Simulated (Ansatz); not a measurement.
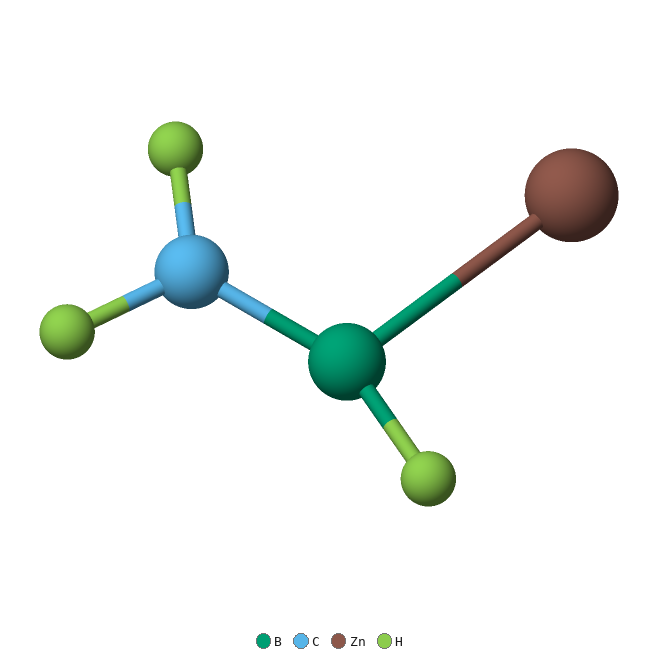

Every bond is drawn as one stick, whatever its order.

Count the atoms of each element.

CH₃BZn, 6 atoms: 1 carbon, 3 hydrogen, 1 boron and 1 zinc.

How many bonds of each kind are drawn?

2 C–H, 1 C–B, 1 B–H, 1 B–Zn. Sticks follow a distance rule.

What is the point group of this geometry?

Cs.

How many sets of symmetry-equivalent atoms are there?

6: 1 B, 1 C, 1 Zn, 1 H, 1 H, 1 H.

More results for the same structure follow; atom numbers are the same in all pictures, views and colours differ. The geometry was computed by an optimisation with PBE0-D4/def2-TZVP.

## Shape

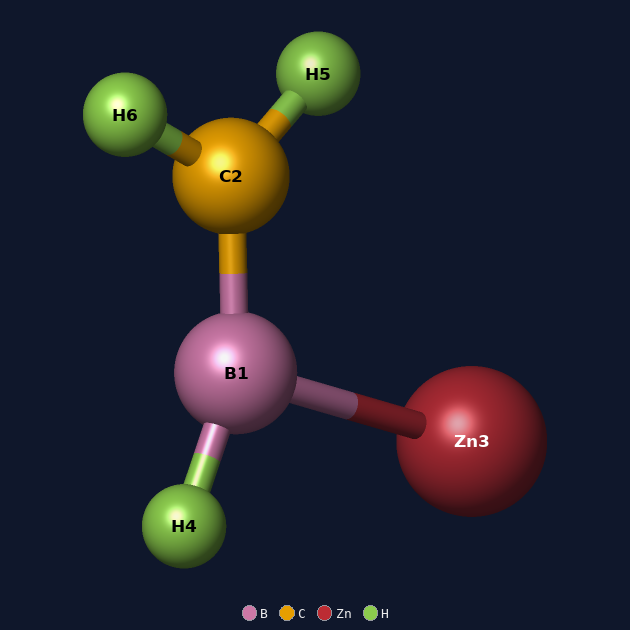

Numbered structure.

Give the bond lengths.

| bond | length (Å) |
| --- | --- |
| B1–C2 | 1.401 |
| B1–Zn3 | 2.275 |
| B1–H4 | 1.185 |
| C2–H5 | 1.081 |
| C2–H6 | 1.093 |

## Vibrations

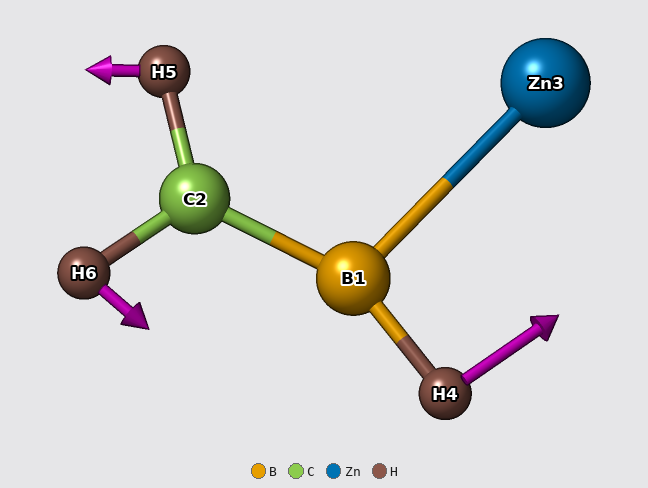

The arrows show one normal mode. Harmonic vibrations computed with RKS PBE0-D4/def2-TZVP (Ansatz 0.2.0) at a stationary point of the same level.

Describe the motion.

Mostly angle bending.

At what wavenumber does it lie?

846 cm⁻¹; it is mode 7 of 12 counted from the lowest.

## Dipole moment

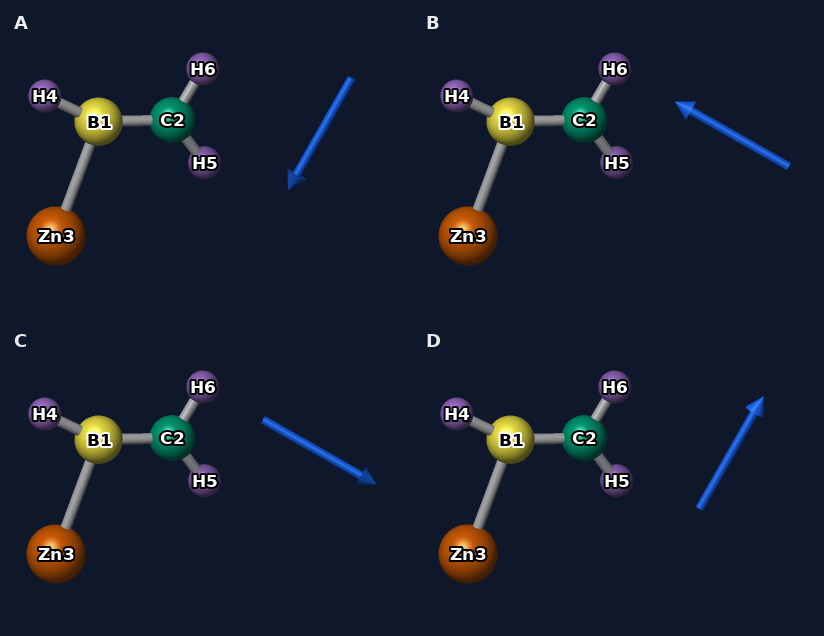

The same molecule four times, each with an arrow. Method: RKS r2SCAN-D4/def2-TZVPP (Ansatz 0.2.0).

Which arrow points along the dipole moment, from the negative to the positive end?

A. The dipole moment is 2.18 D; it points from the side of H6 to the side of Zn3 (the outermost atoms at the two ends).

## Electronic properties

Level of theory: RKS B97M-V/def2-TZVPP (Ansatz 0.2.0).

Predict the main results.

- HOMO energy (Kohn–Sham orbital): −5.49 eV
- LUMO energy (Kohn–Sham orbital): −2.92 eV
- HOMO–LUMO gap: 2.57 eV
